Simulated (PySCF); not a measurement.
# Beryllium: the same states on changed settings

Aim: see what changed settings do to total energies and their difference. The change: initial guess minao, at most 50 SCF cycles. A sound run of the same states serves as the yardstick.

Method: unrestricted determinants in a Gaussian basis, no spin-orbit coupling in the energies. Code: PySCF 2.14.0.

6 further runs of the same task are left out: 6 that didn't finish.

### 1 What is computed

```
Element                                   : beryllium (Z = 4)
Basis                                     : 6-31G* (3s2p1d, 14 functions)
Hamiltonian                               : the non-relativistic Hamiltonian (point nucleus)
State 1                                   : Be²⁺: 1s2, closed-shell 1S
State 2                                   : Be³⁺: 1s1, 2S determinant
Methods                                   : UHF, BP86, MN15, MP2, CCSD(T)
Core shells frozen in the correlated runs : valence: nothing (for Be²⁺)
```

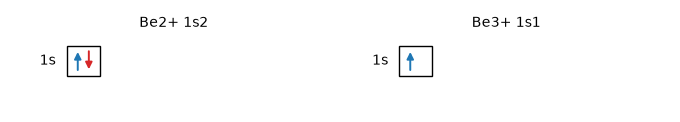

Occupation of the outer shells (arrows by Hund's rule).

The sound run (6-31G*, no relativity, point nucleus, symmetry-adapted start, fine grid, valence correlation) gave:

| species | method | energy (hartree) |
| --- | --- | --- |
| Be²⁺ | UHF | -13.60974 |
| Be²⁺ | BP86 | -13.64678 |
| Be²⁺ | MN15 | -13.66768 |
| Be²⁺ | MP2 (valence) | -13.61021 |
| Be²⁺ | CCSD(T) (valence) | -13.61019 |
| Be³⁺ | UHF | -7.95263 |
| Be³⁺ | BP86 | -7.93941 |
| Be³⁺ | MN15 | -7.95904 |

The runs were made by one driver on top of PySCF. The scripts below sum up each run's settings (the driver also hands on starting orbitals that pick excited configurations, and frozen orbitals as a list rather than a count), and the logs come from the driver's own runs.

It was started by

```bash
> OMP_NUM_THREADS=1 python atomrun2.py TASK.json OUT
```

### 2 Changed run, Be²⁺, method by method

#### UHF

File input.py:

```python
from pyscf import gto, scf, dft, mp, cc
import basis_set_exchange as bse
mol = gto.M(atom="Be 0 0 0", charge=2, spin=0, symmetry="D2h",
            basis=gto.basis.parse(bse.get_basis("6-31G*", elements=["Be"], fmt="nwchem", header=False)))
mf = scf.UHF(mol)
mf.irrep_nelec = {'Ag': (1, 1)}
mf.init_guess = "minao"
mf.max_cycle = 50
mf.kernel()
```

Output:

```text
damping factor = 0
level_shift factor = 0
DIIS = <class 'pyscf.scf.diis.CDIIS'>
diis_start_cycle = 1
diis_space = 10
diis_damp = 0
SCF conv_tol = 1e-09
SCF conv_tol_grad = None
number electrons alpha = 1  beta = 1
irrep_nelec {'Ag': (1, 1), 'B1g': (0, 0), 'B2g': (0, 0), 'B3g': (0, 0), 'B1u': (0, 0), 'B2u': (0, 0), 'B3u': (0, 0)}
alpha HOMO (Ag) = -4.69919276080661  LUMO (Ag) = -0.299904604193398
  HOMO = -4.69919276081  LUMO = -0.299904604193  gap/eV = 119.71073
cycle= 1 E= -13.6097011972739  delta_E= 0.956  |g|= 0.0125  |ddm|= 0.977
alpha HOMO (Ag) = -5.66922579203244  LUMO (Ag) = -0.665692941241718
  HOMO = -5.66922579203  LUMO = -0.665692941242  gap/eV = 136.15306
cycle= 2 E= -13.6097347581661  delta_E= -3.36e-05  |g|= 0.00124  |ddm|= 0.00543
alpha HOMO (Ag) = -5.66822030277256  LUMO (Ag) = -0.665651479920675
  HOMO = -5.66822030277  LUMO = -0.665651479921  gap/eV = 136.12683
cycle= 3 E= -13.6097350920597  delta_E= -3.34e-07  |g|= 2.11e-06  |ddm|= 0.000577
alpha HOMO (Ag) = -5.66822052340515  LUMO (Ag) = -0.665651682928662
  HOMO = -5.66822052341  LUMO = -0.665651682929  gap/eV = 136.12683
cycle= 4 E= -13.6097350920606  delta_E= -8.85e-13  |g|= 7.83e-09  |ddm|= 1.17e-06
converged SCF energy = -13.6097350920606  <S^2> = -1.7763568e-15  2S+1 = 1
```

Time after the integrals: 0.07 s (1 thread of Neoverse-N1, shared host).

Orbital energies by shell (radii are means over both spins):

| shell | electrons | mean orbital energy (eV) | spread (eV) | rms radius (bohr) |
| --- | --- | --- | --- | --- |
| 1s | 2 | -154.24 | 0 | 0.482 |

⟨S²⟩ = 0.000, ⟨L²⟩ = 0.00.

#### BP86

Changes to input.py:

```diff
@@ -4,3 +4,3 @@
             basis=gto.basis.parse(bse.get_basis("6-31G*", elements=["Be"], fmt="nwchem", header=False)))
-mf = scf.UHF(mol)
+mf = dft.UKS(mol, xc="B88,P86")
 mf.irrep_nelec = {'Ag': (1, 1)}
```

Output:

```text
damping factor = 0
level_shift factor = 0
DIIS = <class 'pyscf.scf.diis.CDIIS'>
diis_start_cycle = 1
diis_space = 10
diis_damp = 0
SCF conv_tol = 1e-09
SCF conv_tol_grad = None
number electrons alpha = 1  beta = 1
irrep_nelec {'Ag': (1, 1), 'B1g': (0, 0), 'B2g': (0, 0), 'B3g': (0, 0), 'B1u': (0, 0), 'B2u': (0, 0), 'B3u': (0, 0)}
XC functionals = B88,P86
    A. D. Becke.,  Phys. Rev. A 38, 3098 (1988)
    J. P. Perdew.,  Phys. Rev. B 33, 8822 (1986)
alpha HOMO (Ag) = -3.88043452159587  LUMO (Ag) = -0.200382271875558
  HOMO = -3.8804345216  LUMO = -0.200382271876  gap/eV = 100.13932
cycle= 1 E= -13.6461430028795  delta_E= 1.01  |g|= 0.0531  |ddm|= 0.978
alpha HOMO (Ag) = -4.87824883656747  LUMO (Ag) = -0.765581164097769
  HOMO = -4.87824883657  LUMO = -0.765581164098  gap/eV = 111.91139
cycle= 2 E= -13.6467837937211  delta_E= -0.000641  |g|= 0.00172  |ddm|= 0.0289
alpha HOMO (Ag) = -4.86993546065021  LUMO (Ag) = -0.762839542024268
  HOMO = -4.86993546065  LUMO = -0.762839542024  gap/eV = 111.75977
cycle= 3 E= -13.6467844763241  delta_E= -6.83e-07  |g|= 1.26e-06  |ddm|= 0.000861
alpha HOMO (Ag) = -4.86993048447138  LUMO (Ag) = -0.762839335577504
  HOMO = -4.86993048447  LUMO = -0.762839335578  gap/eV = 111.75964
cycle= 4 E= -13.6467844763245  delta_E= -3.68e-13  |g|= 6.9e-09  |ddm|= 4.11e-07
converged SCF energy = -13.6467844763245  <S^2> = -1.7763568e-15  2S+1 = 1
```

It took 0.07 s on 1 thread of Neoverse-N1, shared host, the integrals not counted.

#### MN15

Changes to input.py:

```diff
@@ -4,3 +4,3 @@
             basis=gto.basis.parse(bse.get_basis("6-31G*", elements=["Be"], fmt="nwchem", header=False)))
-mf = dft.UKS(mol, xc="B88,P86")
+mf = dft.UKS(mol, xc="MN15")
 mf.irrep_nelec = {'Ag': (1, 1)}
```

Output:

```text
damping factor = 0
level_shift factor = 0
DIIS = <class 'pyscf.scf.diis.CDIIS'>
diis_start_cycle = 1
diis_space = 10
diis_damp = 0
SCF conv_tol = 1e-09
SCF conv_tol_grad = None
number electrons alpha = 1  beta = 1
irrep_nelec {'Ag': (1, 1), 'B1g': (0, 0), 'B2g': (0, 0), 'B3g': (0, 0), 'B1u': (0, 0), 'B2u': (0, 0), 'B3u': (0, 0)}
XC functionals = MN15
    H. S. Yu, X. He, S. L. Li, and D. G. Truhlar.,  Chem. Sci. 7, 5032-5051 (2016)
    H. S. Yu, X. He, S. L. Li, and D. G. Truhlar.,  Chem. Sci. 7, 5032-5051 (2016)
alpha HOMO (Ag) = -4.05236234473441  LUMO (Ag) = -0.233145568731318
  HOMO = -4.05236234473  LUMO = -0.233145568731  gap/eV = 103.92618
cycle= 1 E= -13.6672873816381  delta_E= 0.983  |g|= 0.0422  |ddm|= 0.977
alpha HOMO (Ag) = -5.0551528383628  LUMO (Ag) = -0.984210446108938
  HOMO = -5.05515283836  LUMO = -0.984210446109  gap/eV = 110.77598
cycle= 2 E= -13.6676814298275  delta_E= -0.000394  |g|= 0.00083  |ddm|= 0.0258
alpha HOMO (Ag) = -5.04862402247805  LUMO (Ag) = -0.687540243111958
  HOMO = -5.04862402248  LUMO = -0.687540243112  gap/eV = 118.67113
cycle= 3 E= -13.6676815915575  delta_E= -1.62e-07  |g|= 1.04e-05  |ddm|= 0.000221
alpha HOMO (Ag) = -5.04860179081984  LUMO (Ag) = -0.689403582924875
  HOMO = -5.04860179082  LUMO = -0.689403582925  gap/eV = 118.61983
cycle= 4 E= -13.667681591582  delta_E= -2.45e-11  |g|= 1.19e-07  |ddm|= 5.31e-06
converged SCF energy = -13.667681591582  <S^2> = -8.8817842e-16  2S+1 = 1
```

Time after the integrals: 0.09 s (1 thread of Neoverse-N1, shared host).

#### MP2 (valence)

Changes to input.py:

```diff
@@ -4,3 +4,3 @@
             basis=gto.basis.parse(bse.get_basis("6-31G*", elements=["Be"], fmt="nwchem", header=False)))
-mf = dft.UKS(mol, xc="MN15")
+mf = scf.UHF(mol)
 mf.irrep_nelec = {'Ag': (1, 1)}
@@ -9 +9,2 @@
 mf.kernel()
+mp.UMP2(mf, frozen=0).kernel()
```

No log was kept for this step.

It took 0.01 s on 1 thread of Neoverse-N1, shared host, the integrals not counted.

With 2 electrons correlated, the MP2 correlation energy is -0.00048 hartree (0.00000 same spin, -0.00048 opposite spin); the SCS form gives -0.00057. Largest pairs of shells: 1s-1s -0.0005.

#### CCSD(T) (valence)

Changes to input.py:

```diff
@@ -9,2 +9,3 @@
 mf.kernel()
-mp.UMP2(mf, frozen=0).kernel()
+mycc = cc.CCSD(mf, frozen=0).run()
+mycc.ccsd_t()
```

Output:

```text
CC2 = 0
CCSD nocc = 1, nmo = 14
frozen orbitals []
max_cycle = 100
direct = 0
conv_tol = 1e-08
conv_tol_normt = 1e-06
diis_space = 8
diis_start_cycle = 0
Init t2, MP2 energy = -13.6102118830845  E_corr(MP2) -0.000476791023819301
Init E_corr(CCSD) = -0.000476791023819313
cycle = 1  E_corr(CCSD) = -0.0004580802303015  dE = 1.87107935e-05  norm(t1,t2) = 0.000388164
cycle = 2  E_corr(CCSD) = -0.000459798061259567  dE = -1.71783096e-06  norm(t1,t2) = 3.31186e-05
cycle = 3  E_corr(CCSD) = -0.000459759867257915  dE = 3.81940017e-08  norm(t1,t2) = 3.6e-06
cycle = 4  E_corr(CCSD) = -0.000459773171974407  dE = -1.33047165e-08  norm(t1,t2) = 3.97618e-07
cycle = 5  E_corr(CCSD) = -0.000459773286264833  dE = -1.14290426e-10  norm(t1,t2) = 1.24225e-08
CCSD converged
E(CCSD) = -13.6101948653469  E_corr = -0.0004597732862648331
```

Time after the integrals: 0.03 s (1 thread of Neoverse-N1, shared host).

CCSD correlation -0.00046 hartree, triples 0.00000; total -13.610195. T1 = 0.000, largest double amplitude 0.003. With two correlated electrons the triples vanish and CCSD is exact in this space.

### 3 Changed run, Be³⁺, method by method

#### UHF

File input.py:

```python
from pyscf import gto, scf, dft, mp, cc
import basis_set_exchange as bse
mol = gto.M(atom="Be 0 0 0", charge=3, spin=1, symmetry="D2h",
            basis=gto.basis.parse(bse.get_basis("6-31G*", elements=["Be"], fmt="nwchem", header=False)))
mf = scf.UHF(mol)
mf.irrep_nelec = {'Ag': (1, 0)}
mf.init_guess = "minao"
mf.max_cycle = 50
mf.kernel()
```

Output:

```text
damping factor = 0
level_shift factor = 0
DIIS = <class 'pyscf.scf.diis.CDIIS'>
diis_start_cycle = 1
diis_space = 10
diis_damp = 0
SCF conv_tol = 1e-09
SCF conv_tol_grad = None
number electrons alpha = 1  beta = 0
irrep_nelec {'Ag': (1, 0), 'B1g': (0, 0), 'B2g': (0, 0), 'B3g': (0, 0), 'B1u': (0, 0), 'B2u': (0, 0), 'B3u': (0, 0)}
alpha HOMO (Ag) = -4.69919276080661  LUMO (Ag) = -0.299904604193398

WARN: HOMO -4.69919276080661 >= LUMO -4.69919276080661

cycle= 1 E= -7.94049067269013  delta_E= 6.63  |g|= 0.274  |ddm|= 1.43
alpha HOMO (Ag) = -7.9515483484632  LUMO (Ag) = -1.2411951406491
  HOMO = -7.95154834846  LUMO = -5.66922783174  gap/eV = 62.10510
cycle= 2 E= -7.95253546617812  delta_E= -0.012  |g|= 0.0244  |ddm|= 0.093
alpha HOMO (Ag) = -7.95273819763373  LUMO (Ag) = -1.24012955080676
  HOMO = -7.95273819763  LUMO = -5.64864977666  gap/eV = 62.69744
cycle= 3 E= -7.9526321104519  delta_E= -9.66e-05  |g|= 2.69e-05  |ddm|= 0.00888
alpha HOMO (Ag) = -7.95262817783164  LUMO (Ag) = -1.24022804346114
  HOMO = -7.95262817783  LUMO = -5.64894938075  gap/eV = 62.68629
cycle= 4 E= -7.95263211055432  delta_E= -1.02e-10  |g|= 3.02e-09  |ddm|= 1.12e-05
converged SCF energy = -7.95263211055432  <S^2> = 0.75  2S+1 = 2
```

Time after the integrals: 0.07 s (1 thread of Neoverse-N1, shared host).

The occupied shells:

```csv
shell,electrons,mean orbital energy (eV),spread (eV),rms radius (bohr)
1s α,1,-216.40,0,0.469
```

⟨S²⟩ = 0.750, ⟨L²⟩ = 0.00.

#### BP86

Changes to input.py:

```diff
@@ -4,3 +4,3 @@
             basis=gto.basis.parse(bse.get_basis("6-31G*", elements=["Be"], fmt="nwchem", header=False)))
-mf = scf.UHF(mol)
+mf = dft.UKS(mol, xc="B88,P86")
 mf.irrep_nelec = {'Ag': (1, 0)}
```

Output:

```text
damping factor = 0
level_shift factor = 0
DIIS = <class 'pyscf.scf.diis.CDIIS'>
diis_start_cycle = 1
diis_space = 10
diis_damp = 0
SCF conv_tol = 1e-09
SCF conv_tol_grad = None
number electrons alpha = 1  beta = 0
irrep_nelec {'Ag': (1, 0), 'B1g': (0, 0), 'B2g': (0, 0), 'B3g': (0, 0), 'B1u': (0, 0), 'B2u': (0, 0), 'B3u': (0, 0)}
XC functionals = B88,P86
    A. D. Becke.,  Phys. Rev. A 38, 3098 (1988)
    J. P. Perdew.,  Phys. Rev. B 33, 8822 (1986)
alpha HOMO (Ag) = -3.88043452159587  LUMO (Ag) = -0.200382271875558

WARN: HOMO -3.88043452159587 >= LUMO -3.88043452159587

cycle= 1 E= -7.92217520346572  delta_E= 6.73  |g|= 0.318  |ddm|= 1.43
alpha HOMO (Ag) = -7.11669592128894  LUMO (Ag) = -1.35467367589448
  HOMO = -7.11669592129  LUMO = -5.92599581619  gap/eV = 32.40060
cycle= 2 E= -7.93940685557298  delta_E= -0.0172  |g|= 0.00107  |ddm|= 0.125
alpha HOMO (Ag) = -7.0970708780908  LUMO (Ag) = -1.3452771289885
  HOMO = -7.09707087809  LUMO = -5.90061962576  gap/eV = 32.55710
cycle= 3 E= -7.93940705107227  delta_E= -1.95e-07  |g|= 6.4e-07  |ddm|= 0.000403
alpha HOMO (Ag) = -7.09705854146619  LUMO (Ag) = -1.34514873466036
  HOMO = -7.09705854147  LUMO = -5.9006038009  gap/eV = 32.55719
cycle= 4 E= -7.93940705107234  delta_E= -6.75e-14  |g|= 5.35e-09  |ddm|= 1.39e-07
converged SCF energy = -7.93940705107234  <S^2> = 0.75  2S+1 = 2
```

Time after the integrals: 0.06 s (1 thread of Neoverse-N1, shared host).

For one electron the Hartree and exchange-correlation energies should cancel; what remains is the self-interaction error.

#### MN15

Changes to input.py:

```diff
@@ -4,3 +4,3 @@
             basis=gto.basis.parse(bse.get_basis("6-31G*", elements=["Be"], fmt="nwchem", header=False)))
-mf = dft.UKS(mol, xc="B88,P86")
+mf = dft.UKS(mol, xc="MN15")
 mf.irrep_nelec = {'Ag': (1, 0)}
```

Output:

```text
damping factor = 0
level_shift factor = 0
DIIS = <class 'pyscf.scf.diis.CDIIS'>
diis_start_cycle = 1
diis_space = 10
diis_damp = 0
SCF conv_tol = 1e-09
SCF conv_tol_grad = None
number electrons alpha = 1  beta = 0
irrep_nelec {'Ag': (1, 0), 'B1g': (0, 0), 'B2g': (0, 0), 'B3g': (0, 0), 'B1u': (0, 0), 'B2u': (0, 0), 'B3u': (0, 0)}
XC functionals = MN15
    H. S. Yu, X. He, S. L. Li, and D. G. Truhlar.,  Chem. Sci. 7, 5032-5051 (2016)
    H. S. Yu, X. He, S. L. Li, and D. G. Truhlar.,  Chem. Sci. 7, 5032-5051 (2016)
alpha HOMO (Ag) = -4.05236234473441  LUMO (Ag) = -0.233145568731318

WARN: HOMO -4.05236234473441 >= LUMO -4.05236234473441

cycle= 1 E= -7.94338055021906  delta_E= 6.71  |g|= 0.303  |ddm|= 1.43
alpha HOMO (Ag) = -7.27851526551329  LUMO (Ag) = -1.33870459226593
  HOMO = -7.27851526551  LUMO = -1.33870459227  gap/eV = 161.63048
cycle= 2 E= -7.95902739416666  delta_E= -0.0156  |g|= 0.0101  |ddm|= 0.117
alpha HOMO (Ag) = -7.25853527507762  LUMO (Ag) = -1.25176395302736
  HOMO = -7.25853527508  LUMO = -1.25176395303  gap/eV = 163.45257
cycle= 3 E= -7.95904479364546  delta_E= -1.74e-05  |g|= 0.00011  |ddm|= 0.00394
alpha HOMO (Ag) = -7.25859776669414  LUMO (Ag) = -1.26259116684005
  HOMO = -7.25859776669  LUMO = -1.26259116684  gap/eV = 163.15965
cycle= 4 E= -7.9590447955531  delta_E= -1.91e-09  |g|= 1.87e-05  |ddm|= 4.87e-05
alpha HOMO (Ag) = -7.25861073202889  LUMO (Ag) = -1.26480241158385
  HOMO = -7.25861073203  LUMO = -1.26480241158  gap/eV = 163.09983
cycle= 5 E= -7.95904479560961  delta_E= -5.65e-11  |g|= 9.66e-09  |ddm|= 1.02e-05
converged SCF energy = -7.95904479560961  <S^2> = 0.75  2S+1 = 2
```

It took 0.1 s on 1 thread of Neoverse-N1, shared host, the integrals not counted.

For one electron the Hartree and exchange-correlation energies should cancel; what remains is the self-interaction error.

### 4 Against the sound run

```
species             method  converged  energy less sound run (eV)
   Be²⁺                UHF        yes                     -0.0000
   Be²⁺               BP86        yes                     +0.0000
   Be²⁺               MN15        yes                     +0.0000
   Be²⁺      MP2 (valence)        yes                     -0.0000
   Be²⁺  CCSD(T) (valence)        yes                     +0.0000
   Be³⁺                UHF        yes                     -0.0000
   Be³⁺               BP86        yes                     -0.0000
   Be³⁺               MN15        yes                     -0.0000
```

Ionisation energy of Be²⁺:

```
 method  sound run (eV)  changed run (eV)  shift (eV)
    UHF          153.94            153.94      +0.000
   BP86          155.31            155.31      -0.000
   MN15          155.34            155.34      -0.000
    MP2          153.95            153.95      +0.000
SCS-MP2          153.95            153.95      +0.000
   CCSD          153.95            153.95      -0.000
CCSD(T)          153.95            153.95      -0.000
  CCSDT          153.95            153.95      -0.000
    FCI          153.95            153.95      -0.000
```

### 5 Summary of results

```
                                 quantity                                       value
                                   change  initial guess minao, at most 50 SCF cycles
                           runs converged                                      8 of 8
largest shift of a converged total energy                                    0.000 eV
   largest shift of the ionisation energy                         +0.000 eV (SCS-MP2)
```

The difference hardly moves. Here the plain start reaches the same solutions.
